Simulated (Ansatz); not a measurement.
```yaml
atoms:
  - { symbol: C, position_ang: [-0.4493, -0.0320, -0.1110] }
  - { symbol: Al, position_ang: [1.3174, 0.3253, -1.0169] }
  - { symbol: Ge, position_ang: [-1.5273, -1.6537, -0.3878] }
  - { symbol: H, position_ang: [-0.1181, 0.0792, 0.9444] }
  - { symbol: H, position_ang: [-0.9851, 0.8897, -0.4262] }
```

Geometry: B3LYP-D3(BJ)/def2-SVP.

The calculation used Ansatz 0.2.0, isolated molecule in a Gaussian basis; Kohn-Sham density functional theory, functional PBE0.

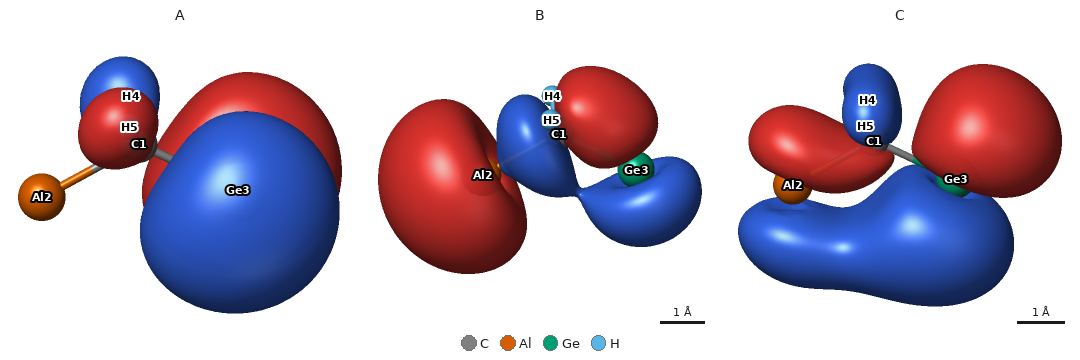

CH2AlGe (SMILES [Al][CH2][Ge]) (doublet). Three frontier orbitals at ±0.06 Å⁻³ᐟ² (blue and red are the two phases), in no order.

Q: Order the three orbitals by energy and name them. All are α orbitals.

A: B is the HOMO−1 (α) (−5.94 eV). By Hirshfeld shares it lies mainly on Al2 (about 60 %), C1 (about 20 %) and Ge3 (about 15 %). A is the HOMO (α) (−4.56 eV). By Hirshfeld shares it lies mainly on Ge3 (about 90 %). C is the LUMO (α) (−2.35 eV). It lies mainly on Ge3 (about 70 %), Al2 (about 20 %) and C1 (about 10 %).

Q: What is the gap between the highest occupied and lowest empty α orbitals?

A: 2.21 eV between the orbital energies.
